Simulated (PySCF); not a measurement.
**C₉H₁₀BN₃O₂: NMR shifts at several levels of theory**

How much do the NMR shifts of C₉H₁₀BN₃O₂ (`CC1=NN(C(N)=O)B(O)c2ccccc21`) depend on the level of theory, and what does each level cost?

Programs: PySCF 2.14.0, with density-fitted response routines of our own. Each step states its level of theory. These are calculated values for one molecule in the gas phase, unless marked as measured. Atoms are numbered from 0 throughout.

## (1) The molecule as given

25 atoms, charge 0, multiplicity 1; geometry from: GFN2-xTB.

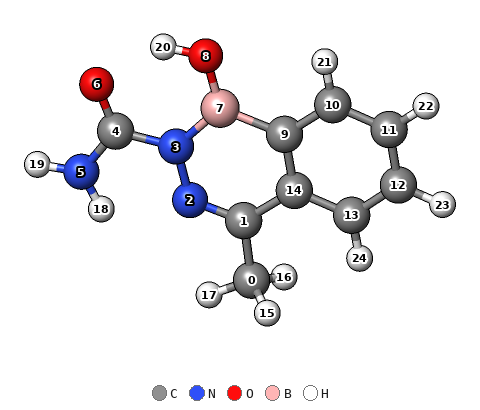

As it starts; carbon grey, nitrogen blue, oxygen red, boron pink, hydrogen white, atoms numbered.

## (2) Optimising the geometry at PBE0-D3(BJ)/def2-SVP

What the job is given:

```
{"job": {"xc": "PBE0", "basis": "def2-SVP", "d3": "d3bj", "grid": 1, "kind": "geom"}, "charge": 0, "multiplicity": 1}
C     -0.560230     3.068050    -0.094800
C     -0.270910     1.597580    -0.049290
N      0.967290     1.293350     0.101820
N      1.382750    -0.002200     0.160490
C      2.760700    -0.160430     0.347260
N      3.447050     0.991850     0.439260
O      3.273670    -1.264530     0.417680
B      0.471200    -1.134350     0.045630
O      0.895550    -2.396290     0.099570
C     -1.021950    -0.736220    -0.134380
C     -2.046460    -1.676470    -0.250470
C     -3.360240    -1.283380    -0.394890
C     -3.678030     0.070100    -0.424960
C     -2.686730     1.020820    -0.315810
C     -1.349950     0.633030    -0.170720
H     -1.216430     3.351470     0.726140
H     -1.046200     3.329880    -1.032600
H      0.370540     3.621670    -0.011390
H      2.931210     1.854130     0.368830
H      4.439180     0.967880     0.585050
H      1.856260    -2.458830     0.224610
H     -1.783380    -2.722850    -0.222690
H     -4.143840    -2.022120    -0.481580
H     -4.708160     0.378110    -0.534910
H     -2.950420     2.067110    -0.338950
```

Output:

```text
step   0  E = -687.42147162  max force = 0.013847
step   1  E = -687.42082962  max force = 0.021724
step   2  E = -687.42390352  max force = 0.004712
step   3  E = -687.42356102  max force = 0.006292
step   4  E = -687.42418279  max force = 0.001393
step   5  E = -687.42411584  max force = 0.003474
step   6  E = -687.42420028  max force = 0.001327
step   7  E = -687.42420468  max force = 0.000536
step   8  E = -687.42421522  max force = 0.000318
optimisation converged
```

It took 4 min on 8 threads of Arm Neoverse V1, shared host.

The steps of the relaxation: (the energy doesn't fall at every step)

| step | energy from step 0 (eV) | largest force component (eV/Å) |
| --- | --- | --- |
| 0 | 0.0000 | 0.7120 |
| 1 | 0.0175 | 1.1171 |
| 2 | -0.0662 | 0.2423 |
| 3 | -0.0569 | 0.3235 |
| 4 | -0.0738 | 0.0716 |
| 5 | -0.0720 | 0.1786 |
| 6 | -0.0743 | 0.0682 |
| 7 | -0.0744 | 0.0276 |
| 8 | -0.0747 | 0.0164 |

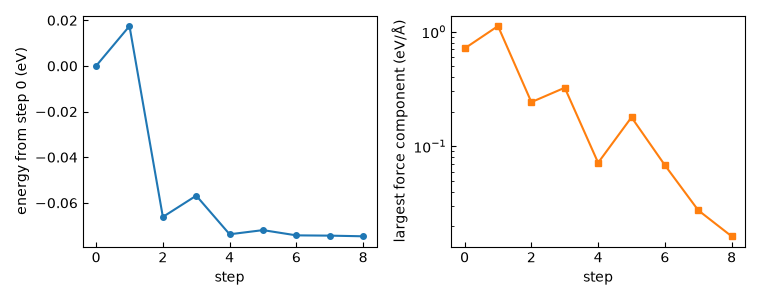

Energy and force, step by step.

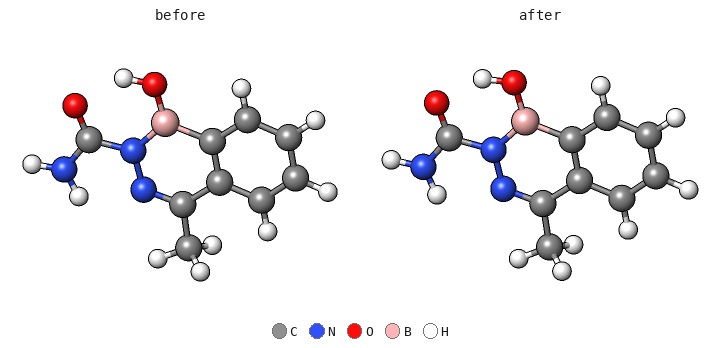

The geometry before (left) and after (right).

Close pairs (by a distance rule), those that changed most:

| bond | before (Å) | after (Å) | change (Å) |
| --- | --- | --- | --- |
| O8–H20 | 0.971 | 0.984 | +0.014 |
| C10–H21 | 1.079 | 1.093 | +0.014 |
| C0–H16 | 1.088 | 1.101 | +0.013 |
| C0–H15 | 1.089 | 1.101 | +0.013 |
| C11–H22 | 1.080 | 1.093 | +0.012 |
| B7–C9 | 1.556 | 1.544 | -0.012 |
| C13–H24 | 1.079 | 1.091 | +0.012 |
| C12–H23 | 1.081 | 1.093 | +0.012 |

The next job starts from the end point, and lists it.

| at the end point | value |
| --- | --- |
| rotational constants (GHz, main isotopes) | 1.103, 0.476, 0.333 |
| dipole moment (D) | 4.09 |

## (3) NMR shieldings: PBE0/pcSseg-1

What the job is given:

```
{"job": {"kind": "nmr", "xc": "PBE0", "basis": "pcSseg-1", "pop": false}, "charge": 0, "multiplicity": 1}
C     -0.591750     3.083456    -0.082068
C     -0.274961     1.619161    -0.040530
N      0.971880     1.319866     0.109815
N      1.374713     0.025437     0.155380
C      2.762608    -0.156963     0.326131
N      3.479011     0.971105     0.434120
O      3.241705    -1.283956     0.368418
B      0.472054    -1.122624     0.039442
O      0.918092    -2.388453     0.078000
C     -1.014345    -0.740772    -0.126803
C     -2.030812    -1.700030    -0.236465
C     -3.356272    -1.313041    -0.381873
C     -3.683387     0.047845    -0.420961
C     -2.692525     1.013283    -0.313950
C     -1.346907     0.629649    -0.164059
H     -1.270118     3.369703     0.737119
H     -1.084955     3.358654    -1.027558
H      0.335580     3.661200     0.011529
H      2.988982     1.856201     0.386371
H      4.476281     0.894509     0.562014
H      1.894721    -2.356313     0.197747
H     -1.759962    -2.758310    -0.204578
H     -4.144448    -2.065154    -0.466228
H     -4.726029     0.353858    -0.536374
H     -2.966684     2.069050    -0.345738
```

Level: GIAO PBE0/pcSseg-1 NMR shielding, non-relativistic, gas phase.

Output:

```text
coarse grid: 22424 points
cycle   1  E = -687.4851415659  dE =  3.015e+00  |g| = 1.077e+00  |ddm| = 5.123e+00
cycle   2  E = -686.8925973937  dE =  5.925e-01  |g| = 2.057e+00  |ddm| = 2.491e+00
cycle   3  E = -687.6954417320  dE = -8.028e-01  |g| = 2.857e-01  |ddm| = 1.859e+00
cycle   4  E = -687.7110147998  dE = -1.557e-02  |g| = 1.169e-01  |ddm| = 3.588e-01
cycle   5  E = -687.7133277043  dE = -2.313e-03  |g| = 4.308e-02  |ddm| = 1.131e-01
cycle   6  E = -687.7137176225  dE = -3.899e-04  |g| = 1.251e-02  |ddm| = 5.021e-02
cycle   7  E = -687.7137499667  dE = -3.234e-05  |g| = 4.730e-03  |ddm| = 1.663e-02
cycle   8  E = -687.7137549315  dE = -4.965e-06  |g| = 1.149e-03  |ddm| = 4.658e-03
final grid: 221192 points
cycle   9  E = -687.8137063363  dE = -7.691e-05  |g| = 1.474e-02  |ddm| = 7.943e-02
cycle  10  E = -687.8136211274  dE =  8.521e-05  |g| = 2.588e-02  |ddm| = 3.147e-02
cycle  11  E = -687.8137489338  dE = -1.278e-04  |g| = 3.189e-03  |ddm| = 2.050e-02
cycle  12  E = -687.8137511185  dE = -2.185e-06  |g| = 6.807e-04  |ddm| = 3.355e-03
cycle  13  E = -687.8137512003  dE = -8.180e-08  |g| = 3.023e-04  |ddm| = 9.459e-04
cycle  14  E = -687.8137512184  dE = -1.811e-08  |g| = 1.051e-04  |ddm| = 3.563e-04
cycle  15  E = -687.8137512205  dE = -2.094e-09  |g| = 3.621e-05  |ddm| = 1.142e-04
cycle  16  E = -687.8137512208  dE = -2.697e-10  |g| = 7.772e-06  |ddm| = 3.958e-05
converged SCF energy = -687.8137512208

GIAO shielding tensors (ppm)
atom      isotropic    diamagn.    paramagn.     s11        s22        s33       span
  0 C      161.438     250.010     -88.571    147.026    153.350    183.939     36.913
  1 C       37.251     254.620    -217.369    -49.932     28.282    133.402    183.334
  2 N      -69.501     327.907    -397.408   -305.918    -78.076    175.491    481.409
  3 N       56.837     335.559    -278.722    -26.329     27.697    169.142    195.471
  4 C       20.316     243.888    -223.572    -61.264     42.773     79.441    140.704
  5 N      170.363     324.242    -153.879     96.691    184.608    229.790    133.099
  6 O       44.098     402.425    -358.327    -99.168    -74.745    306.207    405.375
  7 B       73.692     199.751    -126.059     48.388     76.197     96.491     48.103
  8 O      203.354     390.402    -187.048     99.608    187.499    322.957    223.349
  9 C       47.951     257.205    -209.254    -35.984    -20.501    200.337    236.320
 10 C       44.881     251.055    -206.174    -70.774     24.492    180.924    251.698
 11 C       49.223     255.738    -206.515    -61.131     32.914    175.887    237.017
 12 C       47.396     254.936    -207.540    -64.314     31.436    175.066    239.380
 13 C       54.448     249.822    -195.374    -48.277     38.252    173.370    221.647
 14 C       45.864     260.001    -214.138    -54.951     14.788    177.754    232.705
 15 H       28.584      29.383      -0.800     24.190     27.625     33.936      9.747
 16 H       28.592      29.408      -0.816     24.151     27.719     33.906      9.755
 17 H       28.920      28.831       0.090     23.777     28.858     34.126     10.349
 18 H       23.764      35.827     -12.063     14.119     25.924     31.248     17.129
 19 H       26.945      27.145      -0.200     22.096     23.742     34.998     12.902
 20 H       20.772      33.320     -12.548      6.596     20.213     35.505     28.909
 21 H       22.679      32.067      -9.388     17.721     22.147     28.170     10.449
 22 H       23.482      28.705      -5.224     19.643     24.267     26.535      6.891
 23 H       23.456      27.934      -4.478     19.594     24.063     26.712      7.118
 24 H       23.506      32.535      -9.029     18.446     22.868     29.203     10.757
```

Run time: 71 s. Hardware: 8 threads of Arm Neoverse V1, shared host.

Shifts follow as δ = σ(reference) − σ, with reference shieldings (ppm) from runs at the same level and on the same kind of geometry: 1H TMS 31.27, 13C TMS 184.4, 15N NH3 265.7, 17O H2O 334.6, 11B BF3·OEt2 100.7. The references are single molecules in the gas phase, so shifts against H2O, NH3, PH3, H3PO4 or CFCl3 are not on the usual liquid scales and can be off by tens of ppm. Atoms listed in one row are averaged.

| atoms | environment | σ (ppm) | δ (ppm) | δ scaled to CDCl3 |
| --- | --- | --- | --- | --- |
| C4 | urea carbonyl carbon | 20.3 | 164.1 | 158.8 |
| C1 | C=N carbon | 37.3 | 147.2 | 142.4 |
| C10 | aromatic CH | 44.9 | 139.5 | 135.0 |
| C14 | substituted aromatic carbon | 45.9 | 138.5 | 134.0 |
| C12 | aromatic CH | 47.4 | 137.0 | 132.5 |
| C9 | substituted aromatic carbon | 48.0 | 136.5 | 132.0 |
| C11 | aromatic CH | 49.2 | 135.2 | 130.8 |
| C13 | aromatic CH | 54.4 | 130.0 | 125.7 |
| C0 | methyl carbon | 161.4 | 23.0 | 21.8 |
| H20 | hydrogen on an oxygen bonded to B | 20.77 | 10.50 | – |
| H21 | hydrogen on an aromatic CH | 22.68 | 8.59 | 8.36 |
| H23 | hydrogen on an aromatic CH | 23.46 | 7.81 | 7.62 |
| H22 | hydrogen on an aromatic CH | 23.48 | 7.79 | 7.59 |
| H24 | hydrogen on an aromatic CH | 23.51 | 7.76 | 7.57 |
| H18, H19 | hydrogen on an amide-type nitrogen | 25.35 | 5.91 | – |
| H15, H16, H17 | hydrogen on a methyl carbon | 28.70 | 2.57 | 2.65 |
| N2 | imine nitrogen | -69.5 | 335.2 | – |
| N3 | amide-type nitrogen | 56.8 | 208.8 | – |
| N5 | amide-type nitrogen | 170.4 | 95.3 | – |
| O6 | amide-type carbonyl oxygen | 44.1 | 290.5 | – |
| O8 | oxygen bonded to B, H | 203.4 | 131.2 | – |
| B7 | boron bonded to C, N, O, in a 6-membered ring | 73.7 | 27.0 | – |

The scaled column applies a straight-line fit of computed shieldings to shifts measured in CDCl3 (root-mean-square error 0.21 ppm for H, 2.0 ppm for C).

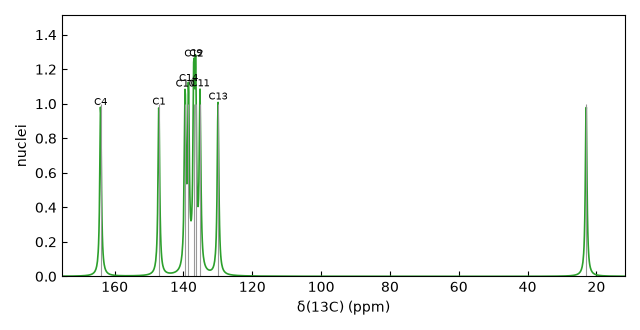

13C lines at the computed shifts, without couplings. Lines are broadened to a width of 0.56 ppm (Lorentzian).

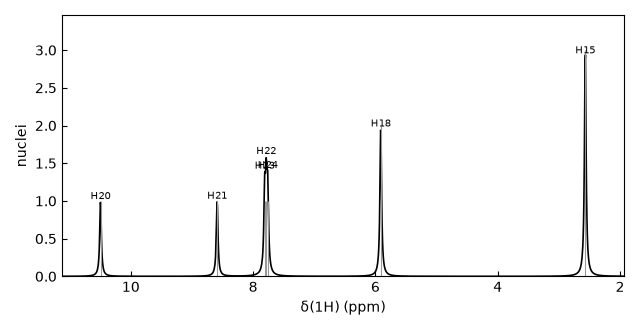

1H lines at the computed shifts, without couplings. Lines are broadened to a width of 0.03 ppm (Lorentzian).

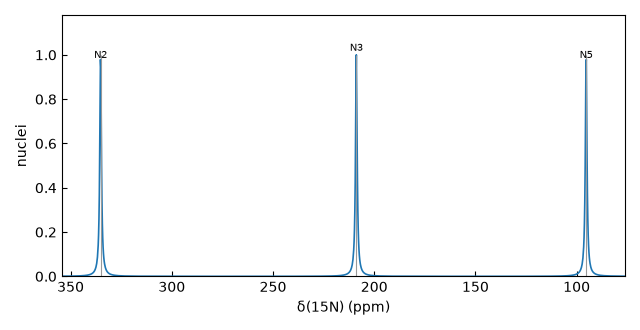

15N lines at the computed shifts, without couplings. Lines are broadened to a width of 0.96 ppm (Lorentzian).

Ring of atoms C1, N2, N3, B7, C9, C14: NICS(0) -0.6, NICS(1) -3.9, NICS(1)zz -4.8 ppm (means of both faces).

Ring of atoms C9, C10, C11, C12, C13, C14: NICS(0) -8.3, NICS(1) -11.6, NICS(1)zz -28.7 ppm (means of both faces).

## (4) Nuclear shieldings: PBE/pcSseg-1

Settings changed since step 3:

```diff
@@ -1,2 +1,2 @@
-{"job": {"kind": "nmr", "xc": "PBE0", "basis": "pcSseg-1", "pop": false}, "charge": 0, "multiplicity": 1}
+{"job": {"kind": "nmr", "xc": "PBE", "basis": "pcSseg-1", "pop": false}, "charge": 0, "multiplicity": 1}
 C     -0.591750     3.083456    -0.082068
```

Level: GIAO PBE/pcSseg-1 NMR shielding, non-relativistic, gas phase.

Output:

```text
coarse grid: 22424 points
cycle   1  E = -687.3356888613  dE =  2.518e+00  |g| = 1.264e+00  |ddm| = 5.232e+00
cycle   2  E = -685.4772811329  dE =  1.858e+00  |g| = 3.205e+00  |ddm| = 4.007e+00
cycle   3  E = -687.5578242765  dE = -2.081e+00  |g| = 6.315e-01  |ddm| = 3.512e+00
cycle   4  E = -687.6417940890  dE = -8.397e-02  |g| = 2.510e-01  |ddm| = 8.698e-01
cycle   5  E = -687.6498649046  dE = -8.071e-03  |g| = 1.522e-01  |ddm| = 3.067e-01
cycle   6  E = -687.6548593734  dE = -4.994e-03  |g| = 4.720e-02  |ddm| = 1.782e-01
cycle   7  E = -687.6552961770  dE = -4.368e-04  |g| = 2.069e-02  |ddm| = 6.280e-02
cycle   8  E = -687.6553952765  dE = -9.910e-05  |g| = 6.046e-03  |ddm| = 2.077e-02
cycle   9  E = -687.6554023458  dE = -7.069e-06  |g| = 1.611e-03  |ddm| = 5.569e-03
final grid: 221192 points
cycle  10  E = -687.7916337792  dE = -6.285e-05  |g| = 2.621e-02  |ddm| = 1.126e-01
cycle  11  E = -687.7908628938  dE =  7.709e-04  |g| = 6.715e-02  |ddm| = 7.541e-02
cycle  12  E = -687.7917573184  dE = -8.944e-04  |g| = 9.368e-03  |ddm| = 5.717e-02
cycle  13  E = -687.7917770632  dE = -1.974e-05  |g| = 2.036e-03  |ddm| = 1.003e-02
cycle  14  E = -687.7917778979  dE = -8.348e-07  |g| = 8.536e-04  |ddm| = 2.793e-03
cycle  15  E = -687.7917780462  dE = -1.483e-07  |g| = 3.385e-04  |ddm| = 1.051e-03
cycle  16  E = -687.7917780692  dE = -2.302e-08  |g| = 8.861e-05  |ddm| = 3.485e-04
cycle  17  E = -687.7917780708  dE = -1.639e-09  |g| = 2.793e-05  |ddm| = 1.042e-04
cycle  18  E = -687.7917780710  dE = -1.694e-10  |g| = 1.103e-05  |ddm| = 3.330e-05
converged SCF energy = -687.7917780710

GIAO shielding tensors (ppm)
atom      isotropic    diamagn.    paramagn.     s11        s22        s33       span
  0 C      156.704     251.031     -94.327    141.890    148.051    180.172     38.282
  1 C       36.788     255.036    -218.248    -43.028     25.766    127.626    170.655
  2 N      -66.434     328.607    -395.041   -287.720    -75.478    163.896    451.615
  3 N       47.706     335.404    -287.698    -36.637     19.391    160.364    197.000
  4 C       20.453     245.247    -224.794    -57.501     45.429     73.432    130.933
  5 N      165.740     322.896    -157.156     95.055    178.600    223.566    128.511
  6 O       39.044     402.881    -363.837   -105.917    -71.345    294.394    400.310
  7 B       70.181     201.012    -130.831     43.783     73.864     92.895     49.113
  8 O      188.610     390.281    -201.671     83.815    168.832    313.185    229.370
  9 C       46.090     257.017    -210.927    -34.206    -22.625    195.102    229.309
 10 C       43.600     250.730    -207.130    -67.893     23.359    175.333    243.226
 11 C       47.422     254.598    -207.176    -58.934     31.673    169.528    228.462
 12 C       45.607     253.799    -208.192    -62.327     30.312    168.836    231.163
 13 C       52.315     248.788    -196.473    -46.605     36.697    166.853    213.458
 14 C       44.359     259.167    -214.808    -50.762     12.074    171.764    222.525
 15 H       28.514      29.540      -1.025     24.237     27.673     33.633      9.396
 16 H       28.522      29.560      -1.038     24.201     27.762     33.602      9.402
 17 H       28.995      29.041      -0.046     24.264     28.981     33.740      9.476
 18 H       23.657      36.013     -12.356     13.908     26.011     31.050     17.142
 19 H       27.146      27.284      -0.138     22.908     23.895     34.635     11.726
 20 H       20.699      33.868     -13.168      7.042     20.407     34.650     27.608
 21 H       22.773      32.348      -9.575     18.097     22.060     28.162     10.064
 22 H       23.553      28.745      -5.192     19.957     24.117     26.587      6.630
 23 H       23.526      27.892      -4.365     19.910     23.899     26.770      6.860
 24 H       23.569      32.745      -9.176     18.794     22.682     29.232     10.437
```

Run time: 47 s. Hardware: 8 threads of Arm Neoverse V1, shared host.

In short: δ C4 159.6, C1 143.2, C10 136.4, C14 135.7, H20 10.50, H21 8.42 ppm.

## (5) Nuclear shieldings: wB97X-D/pcSseg-1

Settings changed since step 4:

```diff
@@ -1,2 +1,2 @@
-{"job": {"kind": "nmr", "xc": "PBE", "basis": "pcSseg-1", "pop": false}, "charge": 0, "multiplicity": 1}
+{"job": {"kind": "nmr", "xc": "wB97X-D", "basis": "pcSseg-1", "pop": false}, "charge": 0, "multiplicity": 1}
 C     -0.591750     3.083456    -0.082068
```

Level: GIAO wB97X-D/pcSseg-1 NMR shielding, non-relativistic, gas phase.

Output:

```text
coarse grid: 22424 points
cycle   1  E = -688.0059926256  dE =  3.605e+00  |g| = 1.112e+00  |ddm| = 5.053e+00
cycle   2  E = -687.8352802544  dE =  1.707e-01  |g| = 1.545e+00  |ddm| = 1.892e+00
cycle   3  E = -688.2504918913  dE = -4.152e-01  |g| = 1.577e-01  |ddm| = 1.141e+00
cycle   4  E = -688.2543233126  dE = -3.831e-03  |g| = 8.843e-02  |ddm| = 1.834e-01
cycle   5  E = -688.2557907854  dE = -1.467e-03  |g| = 1.843e-02  |ddm| = 7.854e-02
cycle   6  E = -688.2558595579  dE = -6.877e-05  |g| = 6.698e-03  |ddm| = 2.493e-02
cycle   7  E = -688.2558708059  dE = -1.125e-05  |g| = 1.946e-03  |ddm| = 8.233e-03
cycle   8  E = -688.2558719962  dE = -1.190e-06  |g| = 7.512e-04  |ddm| = 3.256e-03
final grid: 221192 points
cycle   9  E = -688.3579970403  dE = -3.301e-04  |g| = 9.766e-03  |ddm| = 7.910e-02
cycle  10  E = -688.3579938117  dE =  3.229e-06  |g| = 1.155e-02  |ddm| = 1.689e-02
cycle  11  E = -688.3580187238  dE = -2.491e-05  |g| = 1.660e-03  |ddm| = 8.861e-03
cycle  12  E = -688.3580191995  dE = -4.757e-07  |g| = 8.625e-04  |ddm| = 1.878e-03
cycle  13  E = -688.3580193541  dE = -1.546e-07  |g| = 1.259e-04  |ddm| = 9.708e-04
cycle  14  E = -688.3580193594  dE = -5.276e-09  |g| = 5.160e-05  |ddm| = 2.051e-04
cycle  15  E = -688.3580193605  dE = -1.082e-09  |g| = 1.862e-05  |ddm| = 1.053e-04
cycle  16  E = -688.3580193606  dE = -1.055e-10  |g| = 7.648e-06  |ddm| = 3.138e-05
converged SCF energy = -688.3580193606

GIAO shielding tensors (ppm)
atom      isotropic    diamagn.    paramagn.     s11        s22        s33       span
  0 C      161.140     249.364     -88.224    146.033    153.878    183.509     37.476
  1 C       35.207     255.190    -219.983    -54.626     27.082    133.165    187.791
  2 N      -70.746     328.986    -399.732   -308.267    -79.653    175.683    483.950
  3 N       61.799     335.611    -273.812    -16.763     33.406    168.753    185.516
  4 C       18.376     244.105    -225.729    -64.485     40.341     79.273    143.758
  5 N      170.717     324.582    -153.865     97.094    183.597    231.461    134.368
  6 O       46.985     403.117    -356.132    -94.328    -73.245    308.527    402.855
  7 B       74.076     200.207    -126.131     49.516     76.207     96.504     46.988
  8 O      209.609     391.171    -181.562    109.566    195.141    324.119    214.552
  9 C       46.832     257.817    -210.985    -39.175    -20.446    200.118    239.292
 10 C       43.667     251.642    -207.975    -74.169     24.243    180.928    255.098
 11 C       48.183     256.286    -208.103    -64.518     32.671    176.397    240.914
 12 C       46.406     255.402    -208.995    -67.437     31.134    175.523    242.960
 13 C       53.547     251.199    -197.652    -51.257     38.259    173.640    224.897
 14 C       44.160     260.778    -216.618    -60.350     15.378    177.452    237.802
 15 H       28.730      29.427      -0.696     24.362     27.816     34.013      9.650
 16 H       28.739      29.453      -0.714     24.324     27.909     33.984      9.660
 17 H       29.013      28.871       0.142     23.792     28.988     34.259     10.467
 18 H       23.903      35.899     -11.997     14.371     26.033     31.304     16.933
 19 H       27.017      26.933       0.084     22.026     23.902     35.122     13.097
 20 H       20.871      33.692     -12.821      6.619     20.130     35.865     29.246
 21 H       22.785      32.086      -9.301     17.862     22.206     28.287     10.425
 22 H       23.590      28.541      -4.951     19.789     24.335     26.646      6.856
 23 H       23.568      27.787      -4.219     19.739     24.144     26.821      7.082
 24 H       23.611      32.527      -8.915     18.587     22.945     29.302     10.715
```

It took 92 s on 8 threads of Arm Neoverse V1, shared host.

Key values: δ C4 166.2, C1 149.3, C10 140.9, C14 140.4, H20 10.51, H21 8.59 ppm.

[end of part 1 of 2]
